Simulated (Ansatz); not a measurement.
# Cl$_{2}$Zn: what the fields show

Input

```
crystal:
  periodic: [false, false, false]
  atoms:
    - { symbol: Zn, position_ang: [0.0, 0.0, 0.0] }
    - { symbol: Cl, position_ang: [0.0, 0.0, 2.24] }
    - { symbol: Cl, position_ang: [0.0, 0.0, -2.24] }
basis:
  gaussian: { orbitals: def2-SVP }
hamiltonian:
  xc: blyp
relax:
  f_tol: 0.02
  max_steps: 40
output:
  orbitals: {}
```

Launched as:

```sh
ansatz run input.yaml --threads 1 --pin off --max-ram 2048MiB --backend cpu --events-out ev --progress --plain --runs-dir out
```

The fields are those of the run's last geometry, not of the input's.

The calculation used RKS BLYP/def2-SVP in Ansatz.

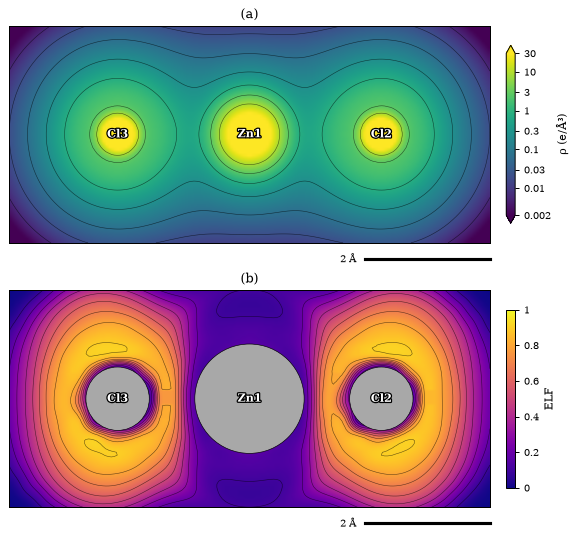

Figure 1. (a) total electron density; (b) electron localisation function on a plane that holds the molecular axis. Grey discs cover the atomic cores in the ELF map.

### What do the fields say about this system?

Atoms in the plane: Zn and Cl.
Zn–Cl (2.12 Å): ρ is about 0.65 e/Å³ halfway; the ELF peaks at about 0.75 in the valence shell of Cl, 0.9 Å from its nucleus, and is about 0.40 at the midpoint.
The ELF also peaks beside Cl2 and Cl3, away from the bonds: lone-pair regions.

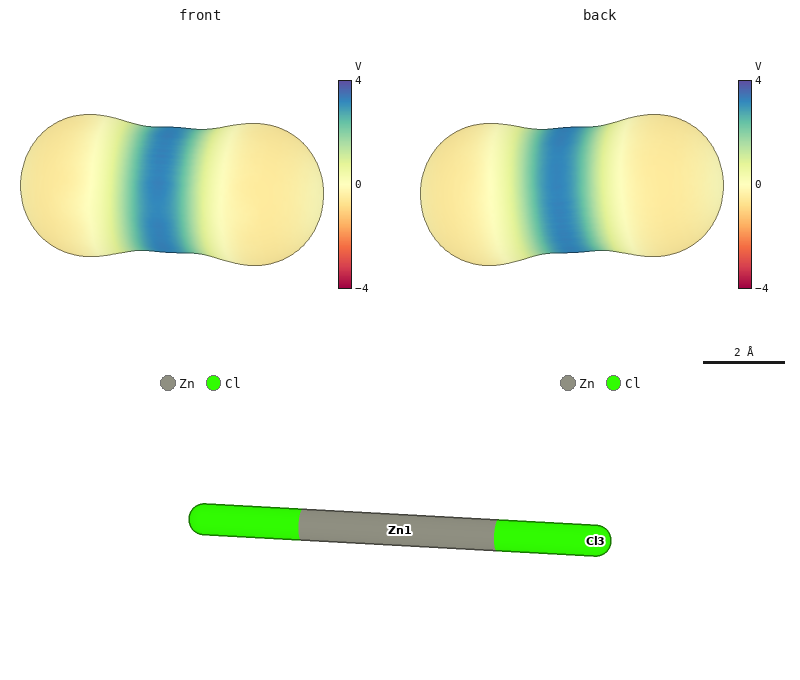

Figure 2. The electrostatic potential painted on the density surface at 0.004 e/bohr³, seen from the front and from behind; the colour scale runs from red (negative) to blue (positive). The bare structure is drawn below in the same view.

### Describe the electrostatic potential map.

The most negative region (about −0.5 V, or −12 kcal/mol for a unit charge) lies over Cl2 and Cl3, the most positive (about +3.3 V, or +76 kcal/mol for a unit charge) over Zn1.

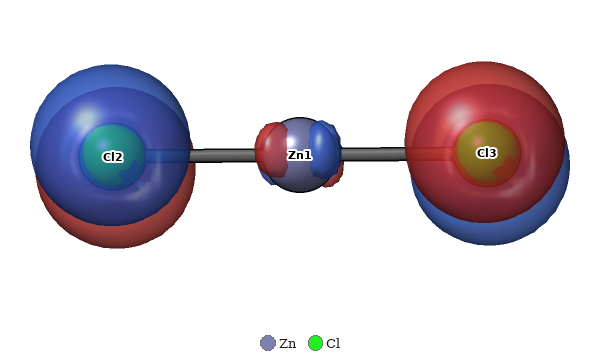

Figure 3. The HOMO at ±0.15 Å⁻³ᐟ² (blue and red are the two phases), seen from one side.

### Where does this orbital lie, and at what energy?

By Hirshfeld shares it lies mainly on Cl2 (about 45 %), Cl3 (about 45 %) and Zn1 (about 5 %); it is gerade (even under inversion); largely a combination of lone pairs on Cl2 and Cl3. It is one of a degenerate set, so its orientation is arbitrary. Its energy is −6.99 eV.
